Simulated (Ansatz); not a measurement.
# Functionals, potentials and the resistivity of Lu (P6_3/mmc), part 2 of 2

Each step names its level of theory.

So far, coupling constant λ: step 4 (coupling and resistivity: LDA at its own relaxed cell) 0.644. Also resistivity at 300 K (μΩ cm): step 4 43.0.

### 6. Coupling and resistivity: PBEsol at its own relaxed cell

The input, input.yaml:

```yaml
crystal:
  lattice:
    - [3.4442840393, 0.0, 0.0]
    - [-1.7221420196, 2.9828374759, 0.0]
    - [0.0, 0.0, 5.3446324896]
  atoms:
    - { symbol: Lu, position: [0.3333333333, 0.6666666667, 0.25] }
    - { symbol: Lu, position: [0.6666666667, 0.3333333333, 0.75] }
kpoints:
  mp_grid: { grid: [9, 9, 4] }
hamiltonian:
  xc: pbesol
scf:
  occupations: { method: methfessel_paxton, width: 0.2 }
output:
  eigenvalues: true
phonons:
  method: dfpt
  qmesh: [3, 3, 2]
  temperatures: { t_max: 1000, t_step: 50 }
  qpath:
    path:
      - [[0.0, 0.0, 0.0], [0.5, 0.0, 0.0], [0.33333333, 0.33333333, 0.0], [0.0, 0.0, 0.0], [0.0, 0.0, 0.5], [0.5, 0.0, 0.5], [0.33333333, 0.33333333, 0.5], [0.0, 0.0, 0.5]]
      - [[0.5, 0.0, 0.5], [0.5, 0.0, 0.0]]
      - [[0.33333333, 0.33333333, 0.5], [0.33333333, 0.33333333, 0.0]]
    npoints: 10
  electrical_resistivity:
    mesh: [12, 12, 8]
    temperatures: [20.0, 50.0, 80.0, 100.0, 150.0, 200.0, 273.0, 300.0, 400.0, 500.0, 600.0, 800.0]
  superconductivity: { mesh: [12, 12, 8], eliashberg_equations: false }
```

On the command line:

```
$ ansatz run input.yaml --threads 4 --pin off --max-ram 10240MiB --backend cpu --events-out ev --progress --plain --runs-dir out
```

Run time: 4.7 min. Hardware: 4 threads of Arm Neoverse V2, shared host; peak memory 4.9 GiB.

Numbers from this step:

```
zero point energy                                 : 0.03186 eV/cell
highest frequency, solved or plainly interpolated : 128.9 cm⁻¹
Debye temperature (second moment)                 : 165 K
resistivity at 300 K                              : 44.52 μΩ cm, mean of the axes
coupling constant λ                               : 0.5753
density of states at the Fermi level              : 1.529 states/eV a spin and cell
log mean phonon energy ħω_log                     : 9.09 meV
transport coupling constant λ_tr                  : 0.6426, 0.6426, 0.6531 (xx, yy, zz)
Drude plasma energy                               : 3.706, 3.706, 5.425 eV (xx, yy, zz)
resistivity times mean free path                  : 13.64, 13.64, 5.998 × 10⁻¹⁶ Ω m² (xx, yy, zz)
second-moment phonon energy ħω₂                   : 9.784 meV
coupling λ by branch                              : 0.144, 0.12, 0.0908, 0.0845, 0.0795, 0.0567 (branches by rank of frequency)
```

Resistivity, by row:

| T (K) | ρ_xx (μΩ cm) | ρ_yy | ρ_zz | ρ by Ziman's lowest order, mean | ρ by relaxation times, mean | within 2 % of the coarser mesh |
| --- | --- | --- | --- | --- | --- | --- |
| 20 | 0.3708 | 0.3708 | 0.1691 | 0.5056 | 0.3227 | no |
| 50 | 5.677 | 5.677 | 2.726 | 5.225 | 4.444 | no |
| 80 | 12.16 | 12.16 | 5.799 | 10.54 | 9.383 | no |
| 100 | 16.23 | 16.23 | 7.743 | 13.96 | 12.51 | no |
| 150 | 25.92 | 25.92 | 12.41 | 22.2 | 19.97 | no |
| 200 | 35.27 | 35.27 | 16.98 | 30.24 | 27.2 | no |
| 273 | 48.74 | 48.74 | 23.64 | 41.91 | 37.65 | no |
| 300 | 53.72 | 53.72 | 26.11 | 46.24 | 41.52 | no |
| 400 | 72.3 | 72.3 | 35.39 | 62.54 | 55.98 | no |
| 500 | 91.18 | 91.18 | 44.87 | 79.27 | 70.69 | no |
| 600 | 110.3 | 110.3 | 54.55 | 96.4 | 85.62 | no |
| 800 | 149.1 | 149.1 | 74.49 | 131.6 | 115.9 | no |

By its own test the run is not converged in the mesh. λ = 0.575 and 44.5 μΩ cm at 300 K, against 0.644 and 43.0 in the run with LDA at its own relaxed cell (-10.7 % and +3.6 %). N(E_F) moves by +7.9 % and the coupling-weighted phonon energy by -0.2 %; λ goes as N/ω², which would give +8.3 % if the matrix elements stayed. The run's own test puts 29 % between its two finest meshes on the component of the resistivity at 300 K that moves most, more than that change; on the next coarser mesh the mean ρ changes by -1.4 % between the two runs, against +3.6 % on the finest.

### 7. Electron–phonon run: the database cell, unrelaxed

The base functional is run at the starting cell, unrelaxed, so that the lattice constant is the database's and not the functional's.

This step: DFT PBE, scalar-relativistic, plane waves, PAW (Ansatz 0.2.0).

input.yaml, as its differences from that of step 6:

```diff
@@ -2,5 +2,5 @@
   lattice:
-    - [3.4442840393, 0.0, 0.0]
-    - [-1.7221420196, 2.9828374759, 0.0]
-    - [0.0, 0.0, 5.3446324896]
+    - [3.5031, 0.0, 0.0]
+    - [-1.75155, 3.033773592, 0.0]
+    - [0.0, 0.0, 5.5509]
   atoms:
@@ -11,3 +11,3 @@
 hamiltonian:
-  xc: pbesol
+  xc: pbe
 scf:
```

Wall time 5 min (4 threads); peak memory 4.9 GiB.

Numbers from this step:

| Property | Result |
| --- | --- |
| volume per atom | 29.50 Å³ |
| zero point energy | 0.03006 eV/cell |
| highest frequency, solved or plainly interpolated | 115.7 cm⁻¹ |
| Debye temperature (second moment) | 155 K |
| resistivity at 300 K | 53.9 μΩ cm, mean of the axes |
| coupling constant λ | 0.5553 |
| density of states at the Fermi level | 1.765 states/eV a spin and cell |
| log mean phonon energy ħω_log | 8.529 meV |
| transport coupling constant λ_tr | 0.6143, 0.6143, 0.6468 (xx, yy, zz) |
| Drude plasma energy | 3.274, 3.274, 5.068 eV (xx, yy, zz) |
| resistivity times mean free path | 14.94, 14.94, 6.174 × 10⁻¹⁶ Ω m² (xx, yy, zz) |
| second-moment phonon energy ħω₂ | 9.191 meV |
| coupling λ by branch | 0.148, 0.115, 0.085, 0.0831, 0.0738, 0.05 (branches by rank of frequency) |

The Eliashberg function α²F has structure finer than the step of the table below, so its rows give means over 0.5 meV, whole bins alone (the curve runs from 0.056 to 14.2 meV). Peaks (meV: height): α²F 6.95: 0.640, 10.74: 0.364, 12.29: 0.596; α²F tr 6.95: 0.812, 10.74: 0.416, 12.29: 0.800.

Table of Eliashberg function α²F by phonon energy; means over each step:

| phonon energy (meV) | α²F | α²F tr |
| --- | --- | --- |
| 0.5 | 0 | 0 |
| 1.0 | 8.0e-5 | 8.2e-6 |
| 1.5 | 4.6e-4 | 1.4e-4 |
| 2.0 | 0.00169 | 4.8e-4 |
| 2.5 | 0.00384 | 0.00124 |
| 3.0 | 0.00705 | 0.00273 |
| 3.5 | 0.0114 | 0.00531 |
| 4.0 | 0.0171 | 0.00925 |
| 4.5 | 0.0252 | 0.0153 |
| 5.0 | 0.0373 | 0.0254 |
| 5.5 | 0.0570 | 0.0442 |
| 6.0 | 0.0938 | 0.0849 |
| 6.5 | 0.201 | 0.223 |
| 7.0 | 0.518 | 0.650 |
| 7.5 | 0.413 | 0.499 |
| 8.0 | 0.348 | 0.400 |
| 8.5 | 0.295 | 0.295 |
| 9.0 | 0.280 | 0.291 |
| 9.5 | 0.303 | 0.340 |
| 10.0 | 0.315 | 0.372 |
| 10.5 | 0.324 | 0.384 |
| 11.0 | 0.299 | 0.344 |
| 11.5 | 0.278 | 0.328 |
| 12.0 | 0.348 | 0.428 |
| 12.5 | 0.431 | 0.561 |
| 13.0 | 0.235 | 0.277 |
| 13.5 | 0.0786 | 0.0821 |

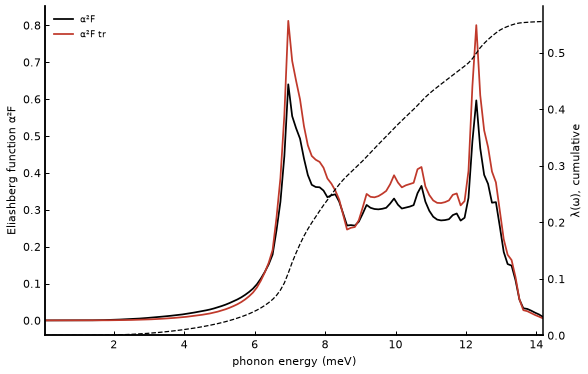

Eliashberg function α²F, plotted against phonon energy. The dashed line is the running λ.

Resistivity, by row:

| T (K) | ρ_xx (μΩ cm) | ρ_yy | ρ_zz | ρ by Ziman's lowest order, mean | ρ by relaxation times, mean | within 2 % of the coarser mesh |
| --- | --- | --- | --- | --- | --- | --- |
| 20 | 0.5144 | 0.5144 | 0.2209 | 0.6842 | 0.4522 | no |
| 50 | 7.211 | 7.211 | 3.183 | 6.524 | 5.532 | no |
| 80 | 15.1 | 15.1 | 6.599 | 12.93 | 11.38 | no |
| 100 | 20.05 | 20.05 | 8.754 | 17.04 | 15.07 | no |
| 150 | 31.86 | 31.86 | 13.95 | 27.01 | 23.92 | no |
| 200 | 43.35 | 43.35 | 19.07 | 36.82 | 32.57 | no |
| 273 | 59.98 | 59.98 | 26.6 | 51.2 | 45.14 | no |
| 300 | 66.13 | 66.13 | 29.42 | 56.55 | 49.81 | no |
| 400 | 88.99 | 88.99 | 40.02 | 76.65 | 67.17 | no |
| 500 | 111.9 | 111.9 | 50.87 | 97.08 | 84.63 | no |
| 600 | 134.8 | 134.8 | 61.94 | 117.7 | 102.1 | no |
| 800 | 180.2 | 180.2 | 84.63 | 159.5 | 136.7 | no |

By its own test the run is not converged in the mesh. λ = 0.555 and 53.9 μΩ cm at 300 K. This session holds no earlier run at the same level of theory and cell to set it against. The run's own test puts 38 % between its two finest meshes on the component of the resistivity at 300 K that moves most, so it is not converged.

### 8. Relaxing tightly for phonons (PBE, PseudoDojo norm-conserving pseudopotentials)

Total energies from different potential files don't compare. The cutoff isn't typed and follows the default for these files.

This step: DFT PBE, scalar-relativistic, plane waves, PseudoDojo norm-conserving pseudopotentials (Ansatz 0.2.0).

The input, input.yaml:

```yaml
crystal:
  lattice:
    - [3.5047618326, 0.0, 0.0]
    - [-1.7523809163, 3.0352127812, 0.0]
    - [0.0, 0.0, 5.4630268267]
  atoms:
    - { symbol: Lu, position: [0.3333333333, 0.6666666667, 0.25] }
    - { symbol: Lu, position: [0.6666666667, 0.3333333333, 0.75] }
kpoints:
  mp_grid: { grid: [9, 9, 6] }
hamiltonian:
  xc: pbe
  pseudopotentials: { kind: nc, accuracy: standard }
scf:
  occupations: { method: methfessel_paxton, width: 0.2 }
output:
  forces: true
  stress: true
  eigenvalues: true
relax:
  adjacent_minimum: "off"
  f_tol: 0.001
  max_steps: 60
  cell: { stress_tol: 0.01 }
```

It took 12 s on 4 threads; peak memory 0.74 GiB; 48 s of CPU time.

Little changed from the start: no atom moved by 0.005 Å and no cell edge by 0.1 %.

Numbers from this step:

```
pressure        : 0.005189 GPa
volume per atom : 29.03 Å³
```

The largest force is now zero by symmetry and the largest stress component 0.0053 GPa, small enough for phonons.

### 9. Coupling and resistivity: PseudoDojo files

Another set of potentials is tried, at its own relaxed cell, which can differ from that of the runs before.

The input, input.yaml:

```yaml
crystal:
  lattice:
    - [3.5035001918, 0.0, 0.0]
    - [-1.7517500959, 3.0341201683, 0.0]
    - [0.0, 0.0, 5.4619642766]
  atoms:
    - { symbol: Lu, position: [0.3333333333, 0.6666666667, 0.25] }
    - { symbol: Lu, position: [0.6666666667, 0.3333333333, 0.75] }
kpoints:
  mp_grid: { grid: [9, 9, 4] }
hamiltonian:
  xc: pbe
  pseudopotentials: { kind: nc, accuracy: standard }
scf:
  occupations: { method: methfessel_paxton, width: 0.2 }
output:
  eigenvalues: true
phonons:
  method: dfpt
  qmesh: [3, 3, 2]
  temperatures: { t_max: 1000, t_step: 50 }
  qpath:
    path:
      - [[0.0, 0.0, 0.0], [0.5, 0.0, 0.0], [0.33333333, 0.33333333, 0.0], [0.0, 0.0, 0.0], [0.0, 0.0, 0.5], [0.5, 0.0, 0.5], [0.33333333, 0.33333333, 0.5], [0.0, 0.0, 0.5]]
      - [[0.5, 0.0, 0.5], [0.5, 0.0, 0.0]]
      - [[0.33333333, 0.33333333, 0.5], [0.33333333, 0.33333333, 0.0]]
    npoints: 10
  electrical_resistivity:
    mesh: [12, 12, 8]
    temperatures: [20.0, 50.0, 80.0, 100.0, 150.0, 200.0, 273.0, 300.0, 400.0, 500.0, 600.0, 800.0]
  superconductivity: { mesh: [12, 12, 8], eliashberg_equations: false }
```

The job ended after 21 min (4 threads; peak memory 5 GiB; 84 min of CPU time).

Numbers from this step:

```
zero point energy                                 : 0.03086 eV/cell
highest frequency, solved or plainly interpolated : 122.8 cm⁻¹
Debye temperature (second moment)                 : 159 K
resistivity at 300 K                              : 48.38 μΩ cm, mean of the axes
coupling constant λ                               : 0.533
density of states at the Fermi level              : 1.666 states/eV a spin and cell
log mean phonon energy ħω_log                     : 8.846 meV
transport coupling constant λ_tr                  : 0.599, 0.599, 0.6056 (xx, yy, zz)
Drude plasma energy                               : 3.405, 3.405, 5.169 eV (xx, yy, zz)
resistivity times mean free path                  : 14.73, 14.73, 6.142 × 10⁻¹⁶ Ω m² (xx, yy, zz)
second-moment phonon energy ħω₂                   : 9.514 meV
coupling λ by branch                              : 0.135, 0.109, 0.0809, 0.0809, 0.0757, 0.0517 (branches by rank of frequency)
```

The Eliashberg function α²F has structure finer than the step of the table below, so its rows give means over 1 meV, whole bins alone (the curve runs from 0.059 to 15.0 meV). Peaks (meV: height): α²F 7.0: 0.519, 10.8: 0.376, 12.4: 0.676; α²F tr 7.0: 0.658, 10.8: 0.429, 12.4: 0.887.

Table of Eliashberg function α²F by phonon energy; means over each step:

| phonon energy (meV) | α²F | α²F tr |
| --- | --- | --- |
| 1 | 9.7e-5 | 2.0e-5 |
| 2 | 0.00144 | 4.2e-4 |
| 3 | 0.00575 | 0.00228 |
| 4 | 0.0142 | 0.00766 |
| 5 | 0.0298 | 0.0200 |
| 6 | 0.0719 | 0.0622 |
| 7 | 0.381 | 0.469 |
| 8 | 0.325 | 0.389 |
| 9 | 0.267 | 0.264 |
| 10 | 0.310 | 0.351 |
| 11 | 0.318 | 0.365 |
| 12 | 0.358 | 0.436 |
| 13 | 0.308 | 0.392 |
| 14 | 0.0551 | 0.0543 |

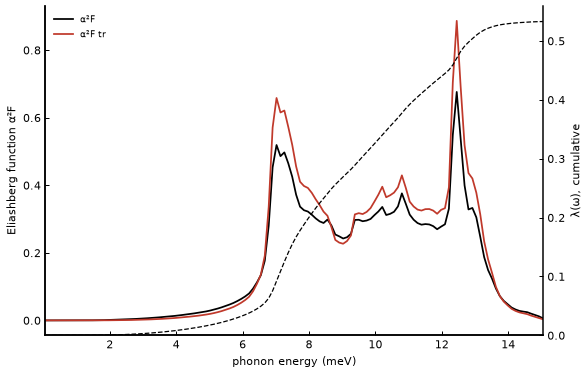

Eliashberg function α²F, plotted against phonon energy. The dashed line is the running λ.

Resistivity, by row:

| T (K) | ρ_xx (μΩ cm) | ρ_yy | ρ_zz | ρ by Ziman's lowest order, mean | ρ by relaxation times, mean | within 2 % of the coarser mesh |
| --- | --- | --- | --- | --- | --- | --- |
| 20 | 0.4207 | 0.4207 | 0.1841 | 0.5669 | 0.3713 | no |
| 50 | 6.338 | 6.338 | 2.809 | 5.76 | 4.869 | no |
| 80 | 13.49 | 13.49 | 5.906 | 11.55 | 10.17 | no |
| 100 | 17.98 | 17.98 | 7.86 | 15.27 | 13.52 | no |
| 150 | 28.63 | 28.63 | 12.56 | 24.23 | 21.5 | no |
| 200 | 38.92 | 38.92 | 17.18 | 33 | 29.26 | no |
| 273 | 53.81 | 53.81 | 23.96 | 45.81 | 40.53 | no |
| 300 | 59.32 | 59.32 | 26.49 | 50.6 | 44.71 | no |
| 400 | 79.91 | 79.91 | 36.05 | 68.63 | 60.36 | no |
| 500 | 100.7 | 100.7 | 45.88 | 87.1 | 76.21 | no |
| 600 | 121.6 | 121.6 | 55.96 | 105.9 | 92.15 | no |
| 800 | 163.3 | 163.3 | 76.72 | 144 | 124 | no |

Some states were left unconverged by the eigensolver. By its own test the run is not converged in the mesh. λ = 0.533 and 48.4 μΩ cm at 300 K. This session holds no earlier run at the same level of theory and cell to set it against. The run's own test puts 38 % between its two finest meshes on the component of the resistivity at 300 K that moves most, so it is not converged.

### 10. Electron–phonon run: finite displacements

Finite displacements in a supercell are the other road to force constants and couplings; here with the base functional.

This step: DFT PBE, scalar-relativistic, plane waves, PAW (Ansatz 0.2.0).

input.yaml, as its differences from that of step 9:

```diff
@@ -2,5 +2,5 @@
   lattice:
-    - [3.5035001918, 0.0, 0.0]
-    - [-1.7517500959, 3.0341201683, 0.0]
-    - [0.0, 0.0, 5.4619642766]
+    - [3.5047618326, 0.0, 0.0]
+    - [-1.7523809163, 3.0352127812, 0.0]
+    - [0.0, 0.0, 5.4630268267]
   atoms:
@@ -12,3 +12,2 @@
   xc: pbe
-  pseudopotentials: { kind: nc, accuracy: standard }
 scf:
@@ -18,4 +17,4 @@
 phonons:
-  method: dfpt
-  qmesh: [3, 3, 2]
+  method: fd
+  supercell: [3, 3, 2]
   temperatures: { t_max: 1000, t_step: 50 }
```

Run time: 14 min. Hardware: 4 threads; peak memory 7.1 GiB; 54 min of CPU time.

Numbers from this step:

- volume per atom: 29.06 Å³
- zero point energy: 0.03084 eV/cell
- resistivity at 300 K: 48.45 μΩ cm, mean of the axes
- coupling constant λ: 0.5342
- log mean phonon energy ħω_log: 8.848 meV
- transport coupling constant λ_tr: 0.6005, 0.6005, 0.607 (xx, yy, zz)
- Drude plasma energy: 3.407, 3.407, 5.169 eV (xx, yy, zz)
- resistivity times mean free path: 14.73, 14.73, 6.146 × 10⁻¹⁶ Ω m² (xx, yy, zz)
- second-moment phonon energy ħω₂: 9.516 meV
- coupling λ by branch: 0.135, 0.109, 0.0817, 0.081, 0.0758, 0.0518 (branches by rank of frequency)

Some points of the scattering mesh along the symmetry lines, up to three branches each (those of largest λ), at most 39 rows; the frequencies are those of the scattering step, which can differ from the solved and plainly interpolated ones; single rows converge slowly. Mode couplings:

| q1 | q2 | q3 | branch | ħω (meV) | λ_q | half width (meV) |
| --- | --- | --- | --- | --- | --- | --- |
| 0.3333 | 0 | 0 | 1 | 6.65 | 0.0921 | 0.0213 |
| 0.3333 | 0 | 0 | 2 | 7.13 | 0.0995 | 0.0265 |
| 0.3333 | 0 | 0 | 5 | 11.98 | 0.134 | 0.1 |
| 0.3333 | 0.3333 | 0 | 1 | 10.79 | 0.148 | 0.09 |
| 0.3333 | 0.3333 | 0 | 2 | 10.79 | 0.148 | 0.09 |
| 0.3333 | 0.3333 | 0 | 6 | 13.17 | 0.117 | 0.106 |
| 0 | 0 | 0.125 | 3 | 2.85 | 0.166 | 0.00706 |
| 0 | 0 | 0.125 | 4 | 8.29 | 0.0995 | 0.0358 |
| 0 | 0 | 0.125 | 5 | 8.29 | 0.0995 | 0.0358 |
| 0.0833 | 0 | 0.5 | 3 | 6.6 | 0.0496 | 0.0113 |
| 0.0833 | 0 | 0.5 | 5 | 10.44 | 0.0683 | 0.039 |
| 0.0833 | 0 | 0.5 | 6 | 10.44 | 0.0683 | 0.039 |
| 0.4167 | 0 | 0.5 | 1 | 8.3 | 0.15 | 0.0542 |
| 0.4167 | 0 | 0.5 | 2 | 8.3 | 0.15 | 0.0542 |
| 0.4167 | 0 | 0.5 | 5 | 12.63 | 0.0787 | 0.0657 |
| 0.25 | 0.25 | 0.5 | 1 | 6.91 | 0.214 | 0.0535 |
| 0.25 | 0.25 | 0.5 | 2 | 6.91 | 0.214 | 0.0535 |
| 0.25 | 0.25 | 0.5 | 3 | 10.99 | 0.0702 | 0.0444 |
| 0.5 | 0 | 0.375 | 1 | 7.74 | 0.177 | 0.0555 |
| 0.5 | 0 | 0.375 | 3 | 9.19 | 0.161 | 0.0713 |
| 0.5 | 0 | 0.375 | 5 | 12.27 | 0.114 | 0.0899 |
| 0.3333 | 0.3333 | 0.5 | 1 | 6.93 | 0.233 | 0.0586 |
| 0.3333 | 0.3333 | 0.5 | 2 | 6.93 | 0.233 | 0.0586 |
| 0.3333 | 0.3333 | 0.5 | 5 | 12.27 | 0.0918 | 0.0723 |
| 0.3333 | 0.3333 | 0 | 1 | 10.79 | 0.148 | 0.09 |
| 0.3333 | 0.3333 | 0 | 2 | 10.79 | 0.148 | 0.09 |
| 0.3333 | 0.3333 | 0 | 6 | 13.17 | 0.117 | 0.106 |

By its own test the run is not converged in the mesh. λ = 0.534 and 48.5 μΩ cm at 300 K. This session holds no earlier run at the same level of theory and cell to set it against. The run's own test puts 37 % between its two finest meshes on the component of the resistivity at 300 K that moves most, so it is not converged.

### 11. The variants together

Series, by row:

| run | change | level of theory | method | q mesh or supercell | k mesh | scattering mesh | smearing | volume (Å³/atom) | N(E_F) (states/eV/spin) | lambda | omega_log (meV) | rho 300 K (μΩ cm) | core-minutes | wall (s) |
| --- | --- | --- | --- | --- | --- | --- | --- | --- | --- | --- | --- | --- | --- | --- |
| lda | LDA at its own relaxed cell | LDA, scalar-relativistic, PAW | dfpt | 3x3x2 | 9x9x4 | 12x12x8 | methfessel_paxton 0.2 | 25.98 | 1.417 | 0.6443 | 9.073 | 42.96 | 18 | 270 |
| pbesol | PBEsol at its own relaxed cell | PBEsol, scalar-relativistic, PAW | dfpt | 3x3x2 | 9x9x4 | 12x12x8 | methfessel_paxton 0.2 | 27.45 | 1.529 | 0.5753 | 9.09 | 44.52 | 18 | 280 |
| start | the database cell, unrelaxed | PBE, scalar-relativistic, PAW | dfpt | 3x3x2 | 9x9x4 | 12x12x8 | methfessel_paxton 0.2 | 29.5 | 1.765 | 0.5553 | 8.529 | 53.9 | 19 | 300 |
| nc | PseudoDojo files | PBE, scalar-relativistic, PseudoDojo norm-conserving pseudopotentials | dfpt | 3x3x2 | 9x9x4 | 12x12x8 | methfessel_paxton 0.2 | 29.03 | 1.666 | 0.533 | 8.846 | 48.38 | 84 | 1300 |
| fd | finite displacements | PBE, scalar-relativistic, PAW | fd | 3x3x2 | 9x9x4 | 12x12x8 | methfessel_paxton 0.2 | 29.06 | 1.666 | 0.5342 | 8.848 | 48.45 | 54 | 830 |

### 12. What came out

* run: LDA, q 3×3×2, k 9×9×4, scattering 12×12×8 (LDA at its own relaxed cell)
* coupling constant λ: 0.644
* log mean phonon energy ħω_log: 9.07 meV
* states at the Fermi level: 1.42 states/eV/spin/cell
* resistivity at 300 K: 50.6, 50.6, 27.6 μΩ cm (xx, yy, zz)
* Drude plasma energy: 4.06, 4.06, 5.56 eV (xx, yy, zz)
* resistivity times mean free path: 12.3, 12.3, 6.13 × 10⁻¹⁶ Ω m² (xx, yy, zz)
* change between its two finest scattering meshes: λ 1 %, resistivity at 300 K 43 %
* time of that run: 4.6 min

In words: Over the 5 runs that ended, ρ(300 K) of Lu (P6_3/mmc) spans 43.0 to 53.9 μΩ cm and λ 0.533 to 0.644; the run with the database cell, unrelaxed lies farthest from the median resistivity of 48.4 (+11 %). The coupling is moderate (λ = 0.64 in the run with LDA at its own relaxed cell), so phonons raise the electrons' mass at the Fermi surface by about 64 %. At 800 K the mean free path from ρℓ/ρ falls to about 0.80 nm in the direction where it is shortest, a few atomic spacings, where real metals begin to saturate below the Boltzmann values. Values of ρ(T) under 50 K rest on the softest modes, mostly interpolated ones, and are the least sure of the table. The high-temperature form ρ = 2π k_B T λ_tr/(ħ ε₀ ω_p²) gives 52.5 μΩ cm along x at 300 K, against 50.6 from the Boltzmann equation. Conduction is anisotropic: the resistivity differs by a factor of 1.8 between the axes. The three lowest branches give 63 % of λ. By the run's own test, which takes the component that moves most, the resistivity at 300 K moves by 43 % between its two finest scattering meshes, so it is not converged. In the run quoted no mode is imaginary at the wavevectors of the 3×3×2 mesh; wavevectors off that mesh are interpolated. Only scattering by harmonic phonons counts; impurities, grain boundaries and thermal expansion are left out.

Calculation against experiment:

| quantity | measured | LDA at its own relaxed cell | PBEsol at its own relaxed cell | the database cell, unrelaxed | PseudoDojo files | finite displacements |
| --- | --- | --- | --- | --- | --- | --- |
| resistivity at 295 K (computed: phonon part alone; the measured value holds the sample's residual resistivity) (μΩ cm) | 58.2 | 42.22 (-27.5 %) | 43.75 (-24.8 %) | 52.96 (-9.0 %) | 47.54 (-18.3 %) | 47.61 (-18.2 %) |

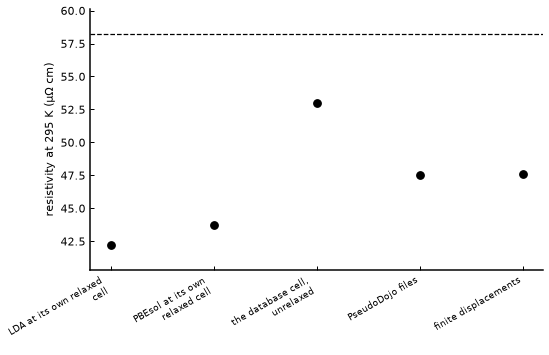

The resistivity at 295 K by level; the dashed line is the measured value.

Measured values from CRC Press, section 12, read from Wikipedia's data page (2003).

Verdict: The resistivity at 295 K is off by -27.5 % at LDA at its own relaxed cell: a clear miss. Of the levels listed, nearest comes the database cell, unrelaxed (-9.0 %). Limits of convergence are named above.

[Logs are printed without paths, hosts, clocks, repeated set-up lines and the standing remarks that a program may print on its own settings, such as how far it seeks lower states.]

[Hosts, paths, dates, database ids (printed as entryN), source tags and the programs' standing remarks are cut or masked in the printed files.]
